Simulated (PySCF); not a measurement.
C$_{4}$H$_{4}$N$_{2}$, SMILES `c1ccnnc1`.

Level of theory: HF/def2-SVPD (PySCF), at a geometry from GFN2-xTB. No frequency check shows the geometry to be a minimum.

Geometry (Å), atoms numbered from 1:

```
C1       0.6903    1.1702    0.0000
C2      -0.6903    1.1702    0.0000
C3      -1.3174   -0.0753    0.0000
N4      -0.6493   -1.2121    0.0000
N5       0.6493   -1.2121    0.0000
C6       1.3174   -0.0753    0.0000
H7       1.2633    2.0853    0.0000
H8      -1.2633    2.0853    0.0000
H9      -2.3942   -0.1699    0.0000
H10      2.3942   -0.1699    0.0000
```

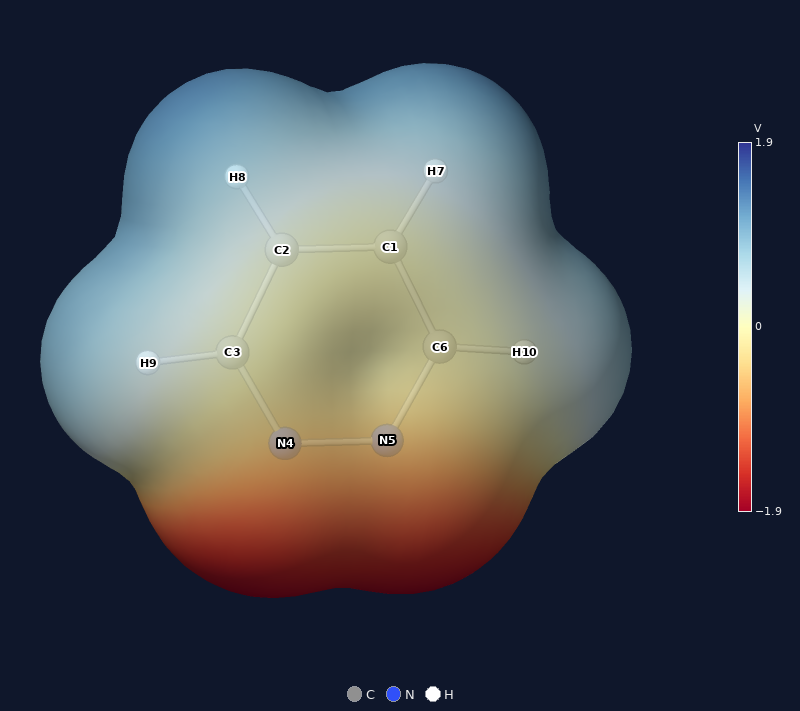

Electrostatic potential on the surface of electron density 0.001 a.u.

### Where are the extremes of the potential on the surface?

Highest: 1.29 V, 1.3 Å from H7, and at like points elsewhere. Lowest: −1.87 V, 1.9 Å from N4, and at like points elsewhere. The surface is sampled at points, so like sites can differ by a few per cent and only the strongest of them is named.

The PySCF run took 1.8 s on 1 thread of Intel(R) Xeon(R) 6975P-C (Granite Rapids), with other jobs on the host, peak memory 0.41 GiB.
